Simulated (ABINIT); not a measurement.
# MgSiSe3 (Pm-3m): phonons by linear response, part 3 of 5

How does MgSiSe3 (Pm-3m) vibrate, and is this structure a minimum?

ABINIT 10.8.3; DFT LDA, scalar-relativistic, plane waves, HGH norm-conserving pseudopotentials.

So far. Step 4 (Relaxing the cell and atoms): The volume changes by -0.4 % in this run and stands +6.2 % from the first cell. Step 6 (Zone-centre response): The acoustic modes at Γ come out as far as 1.4 cm⁻¹ from zero, where they should vanish, a small numerical error. The lowest optical mode is imaginary, 142i cm⁻¹, an instability at this level and on this k mesh. The relaxed cell has a = 4.759 Å (conventional setting).

The structure was built from a prototype and need not be the compound's stable phase.

### Step 7. Modes with the sum rule

anaddb reads the merged derivatives and imposes the acoustic sum rule.

Contents of anaddb.abi:

```
ddb_filepath "gamma_DDB"
output_file "anaddb.abo"
outdata_prefix "anaddb"
asr 1
chneut 1
enunit 2
eivec 1
nph1l 1
qph1l 0.0 0.0 0.0 1.0
```

Contents of mrgddb.in:

```
gamma_DDB
merged
2
dfpt_gammao_DDB
gso_DDB
```

Run with:

```bash
mrgddb < mrgddb.in > mrgddb.log
OMP_NUM_THREADS=1 anaddb anaddb.abi > anaddb.log
```

anaddb.abo, the main output file:

```text
-outvars_anaddb: echo values of input variables ----------------------

 Miscellaneous information :
      enunit         2
       eivec         1
         asr         1
 First list of wavevector (reduced coord.) :
       nph1l         1
       qph1l
                     0.00000000E+00  0.00000000E+00  0.00000000E+00    1.000E+00

================================================================================

 read the DDB information and perform some checks

  ==== Info on the Cryst% object ====
 Real(R)+Recip(G) space primitive vectors, cartesian coordinates (Bohr,Bohr^-1):
 R(1)=  8.9929564  0.0000000  0.0000000  G(1)=  0.1111981  0.0000000  0.0000000
 R(2)=  0.0000000  8.9929564  0.0000000  G(2)=  0.0000000  0.1111981  0.0000000
 R(3)=  0.0000000  0.0000000  8.9929564  G(3)=  0.0000000  0.0000000  0.1111981
 Unit cell volume ucvol=  7.2728975E+02 bohr^3
 Angles (23,13,12)=  9.00000000E+01  9.00000000E+01  9.00000000E+01 degrees
 Time-reversal symmetry is present
 Reduced atomic positions [iatom, xred, symbol]:
    1)    0.0000000  0.0000000  0.0000000  Mg
    2)    0.5000000  0.5000000  0.5000000  Si
    3)    0.5000000  0.5000000  0.0000000  Se
    4)    0.5000000  0.0000000  0.5000000  Se
    5)    0.0000000  0.5000000  0.5000000  Se

 DDB file with 3 blocks has been read.

================================================================================

 Treat the first list of vectors

  Phonon wavevector (reduced coordinates) :  0.00000  0.00000  0.00000
 Phonon energies in Hartree :
  -6.449901E-04 -6.449901E-04 -6.449901E-04 -6.432811E-04 -6.432811E-04
  -6.432811E-04 -2.467849E-04 -2.467849E-04 -2.467849E-04  0.000000E+00
   0.000000E+00  0.000000E+00  1.178822E-03  1.178822E-03  1.178822E-03
 Phonon energies in meV     :
- -1.755108E+01 -1.755108E+01 -1.755108E+01 -1.750457E+01 -1.750457E+01
- -1.750457E+01 -6.715359E+00 -6.715359E+00 -6.715359E+00  0.000000E+00
-  0.000000E+00  0.000000E+00  3.207738E+01  3.207738E+01  3.207738E+01
 Phonon frequencies in cm-1    :
- -1.415590E+02 -1.415590E+02 -1.415590E+02 -1.411839E+02 -1.411839E+02
- -1.411839E+02 -5.416302E+01 -5.416302E+01 -5.416302E+01  0.000000E+00
-  0.000000E+00  0.000000E+00  2.587215E+02  2.587215E+02  2.587215E+02
 Phonon frequencies in Thz     :
- -4.243831E+00 -4.243831E+00 -4.243831E+00 -4.232586E+00 -4.232586E+00
- -4.232586E+00 -1.623767E+00 -1.623767E+00 -1.623767E+00  0.000000E+00
-  0.000000E+00  0.000000E+00  7.756276E+00  7.756276E+00  7.756276E+00
 Phonon energies in Kelvin  :
- -2.036718E+02 -2.036718E+02 -2.036718E+02 -2.031321E+02 -2.031321E+02
- -2.031321E+02 -7.792851E+01 -7.792851E+01 -7.792851E+01  0.000000E+00
-  0.000000E+00  0.000000E+00  3.722426E+02  3.722426E+02  3.722426E+02

 Eigendisplacements
 (will be given, for each mode : in cartesian coordinates
   for each atom the real part of the displacement vector,
   then the imaginary part of the displacement vector - absolute values smaller than 1.0d-7 are set to zero)
  Mode number    1   Energy   -6.449901E-04
 Attention : low frequency mode.
   (Could be unstable or acoustic mode)
-  1  0.00000000E+00  0.00000000E+00  4.11460830E-03
-     0.00000000E+00  0.00000000E+00  0.00000000E+00
-  2  0.00000000E+00  0.00000000E+00  8.34901014E-04
-     0.00000000E+00  0.00000000E+00  0.00000000E+00
-  3  0.00000000E+00  0.00000000E+00  1.48898351E-04
-     0.00000000E+00  0.00000000E+00  0.00000000E+00
-  4  0.00000000E+00  0.00000000E+00 -8.56202244E-04
-     0.00000000E+00  0.00000000E+00  0.00000000E+00
-  5  0.00000000E+00  0.00000000E+00 -8.56202244E-04
-     0.00000000E+00  0.00000000E+00  0.00000000E+00
  Mode number    2   Energy   -6.449901E-04
 Attention : low frequency mode.
   (Could be unstable or acoustic mode)
-  1  0.00000000E+00 -4.11460830E-03  0.00000000E+00
-     0.00000000E+00  0.00000000E+00  0.00000000E+00
-  2  0.00000000E+00 -8.34901014E-04  0.00000000E+00
-     0.00000000E+00  0.00000000E+00  0.00000000E+00
-  3  0.00000000E+00  8.56202244E-04  0.00000000E+00
-     0.00000000E+00  0.00000000E+00  0.00000000E+00
-  4  0.00000000E+00 -1.48898351E-04  0.00000000E+00
-     0.00000000E+00  0.00000000E+00  0.00000000E+00
-  5  0.00000000E+00  8.56202244E-04  0.00000000E+00
-     0.00000000E+00  0.00000000E+00  0.00000000E+00
  Mode number    3   Energy   -6.449901E-04
 Attention : low frequency mode.
   (Could be unstable or acoustic mode)
-  1  4.11460830E-03  0.00000000E+00  0.00000000E+00
-     0.00000000E+00  0.00000000E+00  0.00000000E+00
-  2  8.34901014E-04  0.00000000E+00  0.00000000E+00
-     0.00000000E+00  0.00000000E+00  0.00000000E+00
-  3 -8.56202244E-04  0.00000000E+00  0.00000000E+00
-     0.00000000E+00  0.00000000E+00  0.00000000E+00
-  4 -8.56202244E-04  0.00000000E+00  0.00000000E+00
-     0.00000000E+00  0.00000000E+00  0.00000000E+00
-  5  1.48898351E-04  0.00000000E+00  0.00000000E+00
-     0.00000000E+00  0.00000000E+00  0.00000000E+00
  Mode number    4   Energy   -6.432811E-04
 Attention : low frequency mode.
   (Could be unstable or acoustic mode)
-  1  0.00000000E+00  0.00000000E+00  0.00000000E+00
-     0.00000000E+00  0.00000000E+00  0.00000000E+00
-  2  0.00000000E+00  0.00000000E+00  0.00000000E+00
-     0.00000000E+00  0.00000000E+00  0.00000000E+00
-  3  0.00000000E+00  0.00000000E+00  0.00000000E+00
-     0.00000000E+00  0.00000000E+00  0.00000000E+00
-  4  0.00000000E+00  0.00000000E+00 -1.86380890E-03
-     0.00000000E+00  0.00000000E+00  0.00000000E+00
-  5  0.00000000E+00  0.00000000E+00  1.86380890E-03
-     0.00000000E+00  0.00000000E+00  0.00000000E+00
  Mode number    5   Energy   -6.432811E-04
 Attention : low frequency mode.
   (Could be unstable or acoustic mode)
-  1  0.00000000E+00  0.00000000E+00  0.00000000E+00
-     0.00000000E+00  0.00000000E+00  0.00000000E+00
-  2  0.00000000E+00  0.00000000E+00  0.00000000E+00
-     0.00000000E+00  0.00000000E+00  0.00000000E+00
-  3  0.00000000E+00 -1.86380890E-03  0.00000000E+00
-     0.00000000E+00  0.00000000E+00  0.00000000E+00
-  4  0.00000000E+00  0.00000000E+00  0.00000000E+00
-     0.00000000E+00  0.00000000E+00  0.00000000E+00
-  5  0.00000000E+00  1.86380890E-03  0.00000000E+00
-     0.00000000E+00  0.00000000E+00  0.00000000E+00
  Mode number    6   Energy   -6.432811E-04
 Attention : low frequency mode.
   (Could be unstable or acoustic mode)
-  1  0.00000000E+00  0.00000000E+00  0.00000000E+00
-     0.00000000E+00  0.00000000E+00  0.00000000E+00
-  2  0.00000000E+00  0.00000000E+00  0.00000000E+00
-     0.00000000E+00  0.00000000E+00  0.00000000E+00
-  3  1.86380890E-03  0.00000000E+00  0.00000000E+00
-     0.00000000E+00  0.00000000E+00  0.00000000E+00
-  4 -1.86380890E-03  0.00000000E+00  0.00000000E+00
-     0.00000000E+00  0.00000000E+00  0.00000000E+00
-  5  0.00000000E+00  0.00000000E+00  0.00000000E+00
-     0.00000000E+00  0.00000000E+00  0.00000000E+00
  Mode number    7   Energy   -2.467849E-04
 Attention : low frequency mode.
   (Could be unstable or acoustic mode)
-  1  0.00000000E+00  0.00000000E+00 -1.93456890E-03
-     0.00000000E+00  0.00000000E+00  0.00000000E+00
-  2  0.00000000E+00  0.00000000E+00  2.81984748E-03
-     0.00000000E+00  0.00000000E+00  0.00000000E+00
-  3  0.00000000E+00  0.00000000E+00  1.25744494E-03
-     0.00000000E+00  0.00000000E+00  0.00000000E+00
-  4  0.00000000E+00  0.00000000E+00 -8.32491039E-04
-     0.00000000E+00  0.00000000E+00  0.00000000E+00
-  5  0.00000000E+00  0.00000000E+00 -8.32491039E-04
-     0.00000000E+00  0.00000000E+00  0.00000000E+00
  Mode number    8   Energy   -2.467849E-04
 Attention : low frequency mode.
   (Could be unstable or acoustic mode)
-  1  0.00000000E+00  1.93456890E-03  0.00000000E+00
-     0.00000000E+00  0.00000000E+00  0.00000000E+00
-  2  0.00000000E+00 -2.81984748E-03  0.00000000E+00
-     0.00000000E+00  0.00000000E+00  0.00000000E+00
-  3  0.00000000E+00  8.32491039E-04  0.00000000E+00
-     0.00000000E+00  0.00000000E+00  0.00000000E+00
-  4  0.00000000E+00 -1.25744494E-03  0.00000000E+00
-     0.00000000E+00  0.00000000E+00  0.00000000E+00
-  5  0.00000000E+00  8.32491039E-04  0.00000000E+00
-     0.00000000E+00  0.00000000E+00  0.00000000E+00
  Mode number    9   Energy   -2.467849E-04
 Attention : low frequency mode.
   (Could be unstable or acoustic mode)
-  1  1.93456890E-03  0.00000000E+00  0.00000000E+00
-     0.00000000E+00  0.00000000E+00  0.00000000E+00
-  2 -2.81984748E-03  0.00000000E+00  0.00000000E+00
-     0.00000000E+00  0.00000000E+00  0.00000000E+00
-  3  8.32491039E-04  0.00000000E+00  0.00000000E+00
-     0.00000000E+00  0.00000000E+00  0.00000000E+00
-  4  8.32491039E-04  0.00000000E+00  0.00000000E+00
-     0.00000000E+00  0.00000000E+00  0.00000000E+00
-  5 -1.25744494E-03  0.00000000E+00  0.00000000E+00
-     0.00000000E+00  0.00000000E+00  0.00000000E+00
  Mode number   10   Energy    0.000000E+00
 Attention : low frequency mode.
   (Could be unstable or acoustic mode)
-  1  0.00000000E+00  0.00000000E+00  1.37710076E-03
-     0.00000000E+00  0.00000000E+00  0.00000000E+00
-  2  0.00000000E+00  0.00000000E+00  1.37712378E-03
-     0.00000000E+00  0.00000000E+00  0.00000000E+00
-  3  0.00000000E+00  0.00000000E+00  1.37711315E-03
-     0.00000000E+00  0.00000000E+00  0.00000000E+00
-  4  0.00000000E+00  0.00000000E+00  1.37710300E-03
-     0.00000000E+00  0.00000000E+00  0.00000000E+00
-  5  0.00000000E+00  0.00000000E+00  1.37710300E-03
-     0.00000000E+00  0.00000000E+00  0.00000000E+00
  Mode number   11   Energy    0.000000E+00
 Attention : low frequency mode.
   (Could be unstable or acoustic mode)
-  1  0.00000000E+00 -1.37710076E-03  0.00000000E+00
-     0.00000000E+00  0.00000000E+00  0.00000000E+00
-  2  0.00000000E+00 -1.37712378E-03  0.00000000E+00
-     0.00000000E+00  0.00000000E+00  0.00000000E+00
-  3  0.00000000E+00 -1.37710300E-03  0.00000000E+00
-     0.00000000E+00  0.00000000E+00  0.00000000E+00
-  4  0.00000000E+00 -1.37711315E-03  0.00000000E+00
-     0.00000000E+00  0.00000000E+00  0.00000000E+00
-  5  0.00000000E+00 -1.37710300E-03  0.00000000E+00
-     0.00000000E+00  0.00000000E+00  0.00000000E+00
  Mode number   12   Energy    0.000000E+00
 Attention : low frequency mode.
   (Could be unstable or acoustic mode)
-  1  1.37710076E-03  0.00000000E+00  0.00000000E+00
-     0.00000000E+00  0.00000000E+00  0.00000000E+00
-  2  1.37712378E-03  0.00000000E+00  0.00000000E+00
-     0.00000000E+00  0.00000000E+00  0.00000000E+00
-  3  1.37710300E-03  0.00000000E+00  0.00000000E+00
-     0.00000000E+00  0.00000000E+00  0.00000000E+00
-  4  1.37710300E-03  0.00000000E+00  0.00000000E+00
-     0.00000000E+00  0.00000000E+00  0.00000000E+00
-  5  1.37711315E-03  0.00000000E+00  0.00000000E+00
-     0.00000000E+00  0.00000000E+00  0.00000000E+00
  Mode number   13   Energy    1.178822E-03
-  1  0.00000000E+00  0.00000000E+00  4.11822423E-05
-     0.00000000E+00  0.00000000E+00  0.00000000E+00
-  2  0.00000000E+00  0.00000000E+00  2.99790365E-03
-     0.00000000E+00  0.00000000E+00  0.00000000E+00
-  3  0.00000000E+00  0.00000000E+00 -1.85682205E-03
-     0.00000000E+00  0.00000000E+00  0.00000000E+00
-  4  0.00000000E+00  0.00000000E+00  3.88905289E-04
-     0.00000000E+00  0.00000000E+00  0.00000000E+00
-  5  0.00000000E+00  0.00000000E+00  3.88905289E-04
-     0.00000000E+00  0.00000000E+00  0.00000000E+00
  Mode number   14   Energy    1.178822E-03
-  1  0.00000000E+00  4.11822423E-05  0.00000000E+00
-     0.00000000E+00  0.00000000E+00  0.00000000E+00
-  2  0.00000000E+00  2.99790365E-03  0.00000000E+00
-     0.00000000E+00  0.00000000E+00  0.00000000E+00
-  3  0.00000000E+00  3.88905288E-04  0.00000000E+00
-     0.00000000E+00  0.00000000E+00  0.00000000E+00
-  4  0.00000000E+00 -1.85682205E-03  0.00000000E+00
-     0.00000000E+00  0.00000000E+00  0.00000000E+00
-  5  0.00000000E+00  3.88905288E-04  0.00000000E+00
-     0.00000000E+00  0.00000000E+00  0.00000000E+00
  Mode number   15   Energy    1.178822E-03
-  1  4.11822423E-05  0.00000000E+00  0.00000000E+00
-     0.00000000E+00  0.00000000E+00  0.00000000E+00
-  2  2.99790365E-03  0.00000000E+00  0.00000000E+00
-     0.00000000E+00  0.00000000E+00  0.00000000E+00
-  3  3.88905288E-04  0.00000000E+00  0.00000000E+00
-     0.00000000E+00  0.00000000E+00  0.00000000E+00
-  4  3.88905288E-04  0.00000000E+00  0.00000000E+00
-     0.00000000E+00  0.00000000E+00  0.00000000E+00
-  5 -1.85682205E-03  0.00000000E+00  0.00000000E+00
-     0.00000000E+00  0.00000000E+00  0.00000000E+00

 Analysis of degeneracies and characters (maximum tolerance=1.00E-06 a.u.)
 For each vibration mode, or group of modes if degenerate,
 the characters are given for each symmetry operation (see the list in the log file).
 Symmetry characters of vibration mode #   1
       degenerate with vibration modes #   2 to    3
  3.0 -3.0 -1.0  1.0 -1.0  1.0 -1.0  1.0  1.0 -1.0 -1.0  1.0  1.0 -1.0 -1.0  1.0
 -0.0  0.0 -0.0  0.0  0.0 -0.0  0.0 -0.0  1.0 -1.0 -1.0  1.0 -1.0  1.0  1.0 -1.0
 -0.0  0.0  0.0 -0.0  0.0 -0.0 -0.0  0.0  1.0 -1.0  1.0 -1.0 -1.0  1.0 -1.0  1.0
 Symmetry characters of vibration mode #   4
       degenerate with vibration modes #   5 to    6
  3.0 -3.0 -1.0  1.0 -1.0  1.0 -1.0  1.0 -1.0  1.0  1.0 -1.0 -1.0  1.0  1.0 -1.0
  0.0 -0.0  0.0 -0.0 -0.0  0.0 -0.0  0.0 -1.0  1.0  1.0 -1.0  1.0 -1.0 -1.0  1.0
  0.0 -0.0 -0.0  0.0 -0.0  0.0  0.0 -0.0 -1.0  1.0 -1.0  1.0  1.0 -1.0  1.0 -1.0
 Symmetry characters of vibration mode #   7
       degenerate with vibration modes #   8 to    9
  3.0 -3.0 -1.0  1.0 -1.0  1.0 -1.0  1.0  1.0 -1.0 -1.0  1.0  1.0 -1.0 -1.0  1.0
 -0.0  0.0 -0.0  0.0  0.0 -0.0  0.0 -0.0  1.0 -1.0 -1.0  1.0 -1.0  1.0  1.0 -1.0
 -0.0  0.0  0.0 -0.0  0.0 -0.0 -0.0  0.0  1.0 -1.0  1.0 -1.0 -1.0  1.0 -1.0  1.0
 Symmetry characters of vibration mode #  10
       degenerate with vibration modes #  11 to   12
  3.0 -3.0 -1.0  1.0 -1.0  1.0 -1.0  1.0  1.0 -1.0 -1.0  1.0  1.0 -1.0 -1.0  1.0
  0.0 -0.0  0.0 -0.0 -0.0  0.0 -0.0  0.0  1.0 -1.0 -1.0  1.0 -1.0  1.0  1.0 -1.0
  0.0 -0.0 -0.0  0.0 -0.0  0.0  0.0 -0.0  1.0 -1.0  1.0 -1.0 -1.0  1.0 -1.0  1.0
 Symmetry characters of vibration mode #  13
       degenerate with vibration modes #  14 to   15
  3.0 -3.0 -1.0  1.0 -1.0  1.0 -1.0  1.0  1.0 -1.0 -1.0  1.0  1.0 -1.0 -1.0  1.0
 -0.0  0.0 -0.0  0.0  0.0 -0.0  0.0 -0.0  1.0 -1.0 -1.0  1.0 -1.0  1.0  1.0 -1.0
 -0.0  0.0  0.0 -0.0  0.0 -0.0 -0.0  0.0  1.0 -1.0  1.0 -1.0 -1.0  1.0 -1.0  1.0
-
```

It took 0.51 s on 1 thread of Arm Neoverse V1, shared host.

No LO-TO term; unit eigenvectors of the mass-weighted matrix, from anaddb's displacements. The modes at Γ (shares of kinetic energy by element, %) (negative means imaginary):

```csv
mode,frequency (cm⁻¹),Mg %,Si %,Se %
1,-141.6,75,4,21
2,-141.6,75,4,21
3,-141.6,75,4,21
4,-141.2,0,0,100
5,-141.2,0,0,100
6,-141.2,0,0,100
7,-54.2,17,41,43
8,-54.2,17,41,43
9,-54.2,17,41,43
10,0.0,8,10,82
11,0.0,8,10,82
12,0.0,8,10,82
13,258.7,0,46,54
14,258.7,0,46,54
15,258.7,0,46,54
```

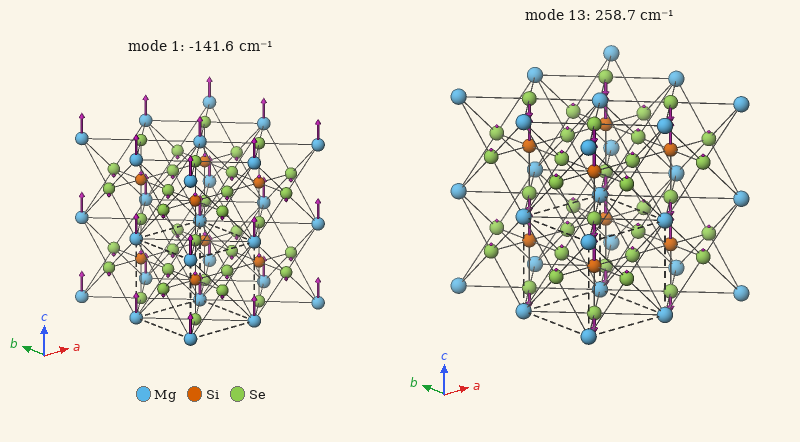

Displacement patterns of modes 1 and 13 at Γ; arrows are exaggerated. 2×2×2 cells are drawn. Some periodic images of atoms are drawn too.

The rule moves no optical mode by more than 0.1 cm⁻¹.

(Part 3 of 5 ends here.)

[Host names and launcher messages were left out of these logs when they were recorded.]

[Logs are printed without paths, hosts, clocks, repeated set-up lines and the standing remarks that a program may print on its own settings, such as how far it seeks lower states.]

[Hosts, paths, dates, database ids (printed as entryN), source tags and the programs' standing remarks are cut or masked in the printed files.]
